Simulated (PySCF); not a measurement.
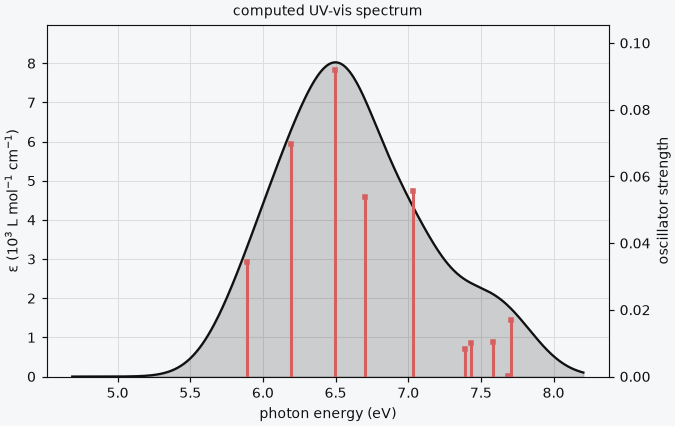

Computed absorption of C₂H₇P, SMILES CPC. Vertical TDDFT excitations, ωB97X-D/aug-cc-pVTZ, PySCF 2.14.0, at a PBE0-D3(BJ)/def2-TZVP geometry (no frequency check), gas phase. The lowest 10 singlet states are shown; each is broadened by a Gaussian of 1/e half-width 0.33 eV. Sticks give oscillator strengths (right axis).

**Where is the lowest singlet, and is it bright?**

S1 lies at 5.89 eV (211 nm) with f = 0.034, mainly HOMO → LUMO (67 %); it is weak.

**Where is the maximum of the broadened curve, and how high is it?**

At about 6.5 eV (191 nm), with ε near 8000 L mol⁻¹ cm⁻¹.

Note: core orbitals are frozen in the response.
